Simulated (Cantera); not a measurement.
Charge: 1 mol borazine, 0.33 mol H2O, held at 100000 Pa.

Equilibrium computed with Cantera from the NASA thermochemical tables; the gas is ideal and each condensed phase is pure. Candidate condensed phases: B, BN, B2O3, B3O3H3, H2O; 39 gas species. The feed counts by its element totals alone. Mutual solubility and eutectic melting of coexisting phases are not modelled. The tables' values for BH2 are old estimates; treat these amounts as uncertain. Gases not in the tables: H3BO3, B2H6 and higher boranes. Kinetics and transport are ignored.

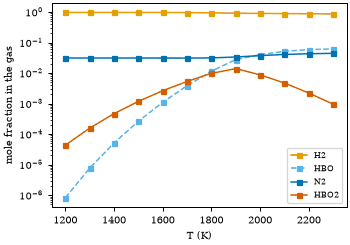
Equilibrium gas composition (values under 1e-9 drawn at 1e-9)

**Question.** Read off the mole fractions at 1500 K.

**Answer.** H2 about 0.97, N2 about 0.031, HBO2 about 0.0012, HBO about 0.00026.
